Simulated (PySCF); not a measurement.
# Geometry relaxation, with input and output: C₅H₈ClO (charge −1)

System: C₅H₈ClO, charge −1.
Method: PBE0-D3(BJ)/ma-def2-SVP geometry optimisation, gas phase (PySCF 2.14.0).

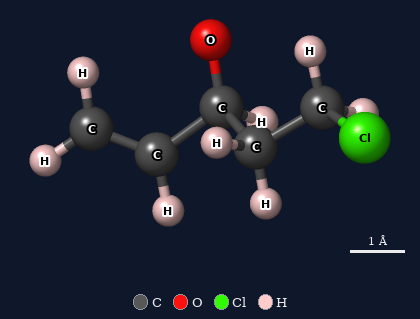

**Figure 1.** The starting structure (ball-and-stick view, seen at a tilt).

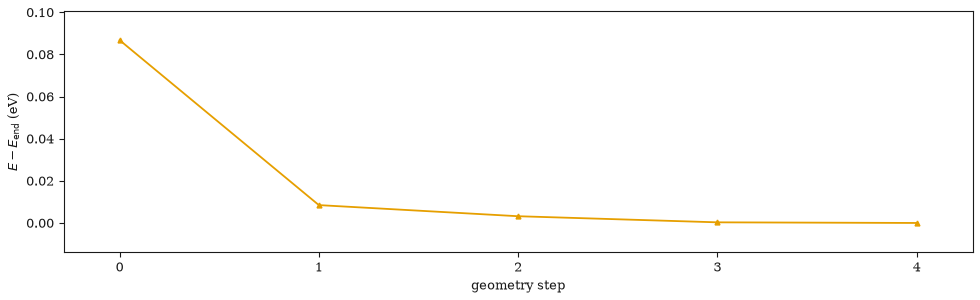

**Figure 2.** Progress of the relaxation, step by step (steps are counted from 0).

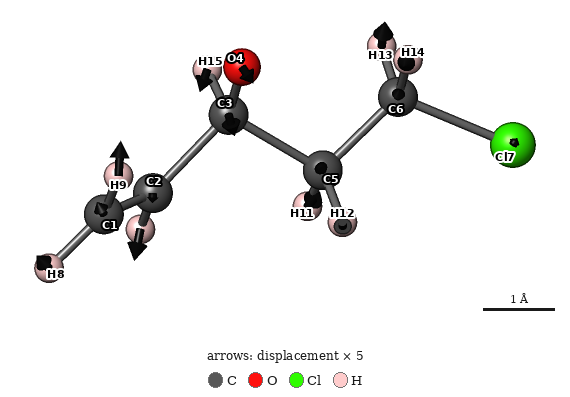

**Figure 3.** The starting structure with the displacements as black arrows, magnified 5 times (ball-and-stick view, seen at a tilt). The two geometries are laid on each other by the best rigid fit. The atom that moves furthest after the best rigid fit is H9 (0.10 Å). Largest moves by element: H 0.10 Å, C 0.07 Å, O 0.06 Å, Cl 0.02 Å. Among the contacts that change: C3–C5 1.634 → 1.572 Å, C3–O4 1.287 → 1.318 Å, C1–C2 1.319 → 1.337 Å, C6–Cl7 1.812 → 1.829 Å. Among the angles that change: C2–C3–C5 103.0° → 106.5°, H8–C1–H9 117.6° → 119.9°. After 4 geometry steps the energy has fallen by 0.087 eV. Largest force component: 1.1 eV/Å at the start, 0.017 eV/Å at the end. (Atoms are counted from 1 in the order of the input.)

The input and output of the run follow.

### Input
```
{"job": {"xc": "PBE0", "basis": "ma-def2-SVP", "d3": "d3bj", "grid": 1, "kind": "geom"}, "charge": -1, "multiplicity": 1}
C     -2.551362    -0.273276    -0.941727
C     -1.471035     0.468822    -0.793023
C     -0.490015     0.278084     0.372243
O     -0.766364    -0.622545     1.249687
C      0.941968     0.060602    -0.383475
C      1.971290    -0.026811     0.689444
Cl     3.627854    -0.431463     0.077984
H     -3.269176    -0.141682    -1.742596
H     -2.741048    -1.056113    -0.225555
H     -1.239478     1.276683    -1.483803
H      1.137766     0.884492    -1.074445
H      0.876826    -0.877803    -0.936204
H      2.092952     0.918087     1.219496
H      1.706318    -0.818434     1.389607
H     -0.377282     1.349827     0.798365
```

The first line tells a small driver script what to run in PySCF; the rest is the geometry in Å.

Command:
```bash
OMP_NUM_THREADS=1 python <driver script> task.json out
```

### What the program printed
```
step   0  E = -729.97226743  max force = 0.021611
step   1  E = -729.97514540  max force = 0.009038
step   2  E = -729.97533947  max force = 0.004397
step   3  E = -729.97544603  max force = 0.001198
step   4  E = -729.97545710  max force = 0.000328
optimisation converged
```

### Trajectory as extended XYZ (Å, eV, eV/Å), 5 frames, from step=0 to step=4
```
15
Properties=species:S:1:pos:R:3:forces:R:3 step=0 energy=-19863.55715
C    -2.5514   -0.2733   -0.9417   -0.6161  -0.2973  -0.2549
C    -1.4710    0.4688   -0.7930    0.7791   0.3750   0.6771
C    -0.4900    0.2781    0.3722    0.6853   0.6675  -1.1113
O    -0.7664   -0.6226    1.2497   -0.1945  -0.7748   0.6314
C     0.9420    0.0606   -0.3835   -0.7968   0.2292   0.8296
C     1.9713   -0.0268    0.6894   -0.0590  -0.0707  -0.2236
Cl    3.6279   -0.4315    0.0780    0.4484  -0.0927  -0.1354
H    -3.2692   -0.1417   -1.7426   -0.2228   0.1209  -0.4067
H    -2.7410   -1.0561   -0.2256   -0.0640  -0.4640   0.5364
H    -1.2395    1.2767   -1.4838    0.0721   0.3318  -0.3405
H     1.1378    0.8845   -1.0744    0.1512   0.2691  -0.2433
H     0.8768   -0.8778   -0.9362   -0.0253  -0.3173  -0.1986
H     2.0930    0.9181    1.2195   -0.0147   0.2435   0.1898
H     1.7063   -0.8184    1.3896   -0.1364  -0.1409   0.2257
H    -0.3773    1.3498    0.7984   -0.0065  -0.0794  -0.1756
15
Properties=species:S:1:pos:R:3:forces:R:3 step=1 energy=-19863.63547
C    -2.5572   -0.3053   -0.9721   -0.0471  -0.0423   0.0532
C    -1.4526    0.4360   -0.8477    0.1174   0.0836  -0.1006
C    -0.4549    0.2551    0.2935   -0.4647   0.0464   0.2984
O    -0.7274   -0.7050    1.1626    0.0665   0.0817  -0.1064
C     0.9536    0.1241   -0.3478    0.3031  -0.1615  -0.2551
C     1.9574   -0.0023    0.7616   -0.1226   0.0296   0.1044
Cl    3.6350   -0.4146    0.1917    0.0808  -0.0015  -0.0347
H    -3.2786   -0.1642   -1.7847    0.0137   0.0102  -0.0029
H    -2.7395   -1.0765   -0.2134    0.0217   0.0087  -0.0130
H    -1.2262    1.2310   -1.5802   -0.0361  -0.0419   0.0358
H     1.2028    0.9754   -1.0131   -0.0389  -0.0465   0.0632
H     0.9531   -0.8028   -0.9515    0.0424   0.0649   0.0276
H     2.0637    0.9358    1.3264    0.0156  -0.0187  -0.0095
H     1.6332   -0.8010    1.4432    0.0164   0.0052  -0.0380
H    -0.4448    1.3121    0.7538    0.0317  -0.0179  -0.0223
15
Properties=species:S:1:pos:R:3:forces:R:3 step=2 energy=-19863.64075
C    -2.5542   -0.2580   -0.9703    0.0401   0.0223   0.0183
C    -1.4490    0.4857   -0.8415   -0.1094  -0.0115  -0.0851
C    -0.4712    0.2959    0.3102    0.2261  -0.2256   0.0014
O    -0.7754   -0.6342    1.1941    0.0066   0.0671  -0.0211
C     0.9530    0.0766   -0.3503   -0.1493   0.0894  -0.0751
C     1.9544   -0.0548    0.7542    0.0925  -0.0106   0.0479
Cl    3.6518   -0.4560    0.1716   -0.1360   0.0245   0.0345
H    -3.2678   -0.1196   -1.7911    0.0187  -0.0090   0.0209
H    -2.7358   -1.0291   -0.2100    0.0037   0.0446  -0.0321
H    -1.2204    1.2799   -1.5725   -0.0003  -0.0339   0.0247
H     1.2166    0.9114   -1.0281    0.0188  -0.0348   0.0195
H     0.9162   -0.8579   -0.9367   -0.0180   0.0218   0.0137
H     2.0688    0.8787    1.3240    0.0009  -0.0189  -0.0076
H     1.6499   -0.8626    1.4314    0.0106  -0.0044  -0.0017
H    -0.3873    1.3555    0.7386   -0.0051   0.0792   0.0418
15
Properties=species:S:1:pos:R:3:forces:R:3 step=3 energy=-19863.64365
C    -2.5536   -0.2520   -0.9728    0.0045   0.0126  -0.0085
C    -1.4452    0.4856   -0.8511   -0.0153  -0.0216   0.0204
C    -0.4636    0.2968    0.3023    0.0548   0.0122  -0.0425
O    -0.7663   -0.6293    1.1888   -0.0204   0.0040   0.0052
C     0.9543    0.0836   -0.3531   -0.0351   0.0235   0.0616
C     1.9438   -0.0684    0.7646   -0.0218   0.0051  -0.0189
Cl    3.6316   -0.4717    0.1934    0.0342  -0.0101  -0.0050
H    -3.2675   -0.1164   -1.7929    0.0004  -0.0035   0.0020
H    -2.7383   -1.0161   -0.2084   -0.0040   0.0045   0.0050
H    -1.2118    1.2726   -1.5861    0.0068   0.0043  -0.0091
H     1.2322    0.9232   -1.0169    0.0105   0.0044  -0.0040
H     0.9204   -0.8435   -0.9496   -0.0075  -0.0092  -0.0060
H     2.0542    0.8577    1.3463   -0.0051  -0.0018   0.0064
H     1.6220   -0.8811    1.4278    0.0008   0.0022  -0.0011
H    -0.3878    1.3636    0.7305   -0.0027  -0.0265  -0.0053
15
Properties=species:S:1:pos:R:3:forces:R:3 step=4 energy=-19863.64395
C    -2.5503   -0.2420   -0.9896   -0.0019   0.0005  -0.0050
C    -1.4361    0.4865   -0.8693    0.0092   0.0020   0.0141
C    -0.4642    0.2998    0.2934   -0.0169   0.0136   0.0002
O    -0.7808   -0.6224    1.1801   -0.0033  -0.0007   0.0059
C     0.9576    0.0832   -0.3421    0.0098  -0.0077  -0.0102
C     1.9370   -0.0773    0.7828   -0.0059   0.0001  -0.0050
Cl    3.6305   -0.4789    0.2222    0.0039  -0.0013   0.0023
H    -3.2605   -0.1079   -1.8130    0.0004  -0.0005  -0.0051
H    -2.7437   -0.9973   -0.2187   -0.0058   0.0009   0.0070
H    -1.1916    1.2653   -1.6097    0.0039   0.0013  -0.0060
H     1.2477    0.9226   -1.0012    0.0018   0.0004  -0.0015
H     0.9256   -0.8421   -0.9423    0.0042  -0.0017  -0.0019
H     2.0434    0.8442    1.3722   -0.0010   0.0012   0.0048
H     1.6103   -0.8942    1.4381   -0.0012  -0.0013   0.0012
H    -0.3945    1.3670    0.7195    0.0027  -0.0067  -0.0007
```

### Results in brief

- outcome: converged
- total energy: −729.975457 hartree
- point group: C1
- hardware: 1 CPU thread, shared host
- wall time: 50 s
- peak memory: 0.67 GiB
